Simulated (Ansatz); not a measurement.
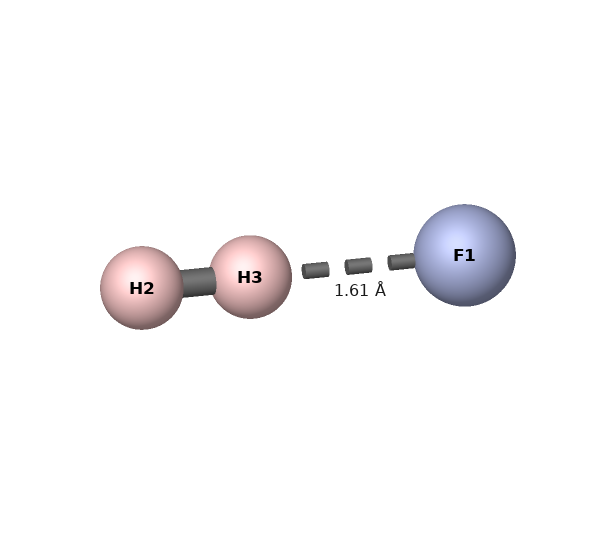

Two molecules or ions; the broken line marks their closest contact (measured against van der Waals radii). Charge −1, singlet. Computed geometry: PBE0-D4/def2-TZVPD optimisation. Program: Ansatz 0.2.0.

> Which two species are they?

F and H2 (`[F-].[H][H]`).

Give the counterpoise-corrected interaction energy (kJ/mol, monomers kept as in the pair) with CCSD(T)/CBS (from def2-TZVPPD and def2-QZVPPD).

```csv
level,interaction energy (kJ/mol)
CCSD(T)/CBS (from def2-TZVPPD and def2-QZVPPD),−32.9
```
